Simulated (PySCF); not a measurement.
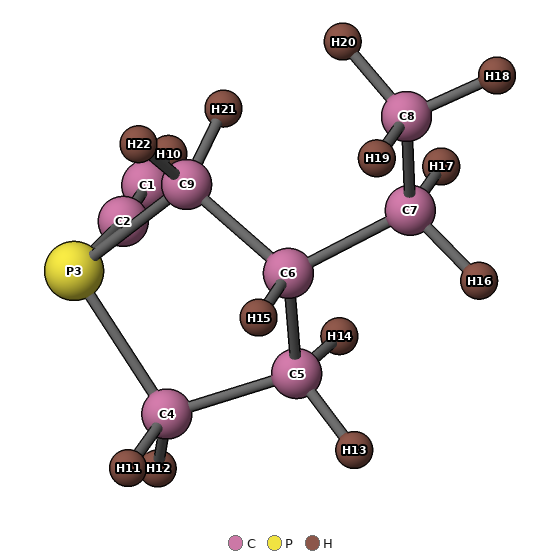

The molecule: C₈H₁₃P, SMILES C#CP1CC[C@@H](CC)C1.

GIAO shifts, PBE0/pcSseg-1 (IEF-PCM dichloromethane) in PySCF 2.14.0, at a PBE0-D3(BJ)/def2-SVP geometry (no frequency check), against PH₃ for ³¹P computed at the same level (³¹P: the usual scale starts at 85 % H₃PO₄ instead). fully decoupled, line heights follow the number of nuclei, widths are arbitrary (no quadrupolar broadening); values of one conformer, averaged over methyl-type rotors and exact or near symmetry; other conformers aren't averaged in.

> How many ³¹P lines appear, and where?

1 signal.


```
δ (ppm)  nuclei  atoms
  218.8       1     P3
```

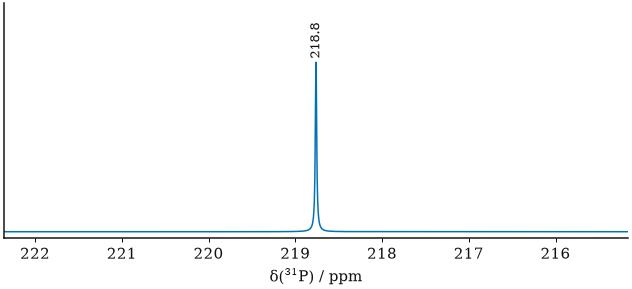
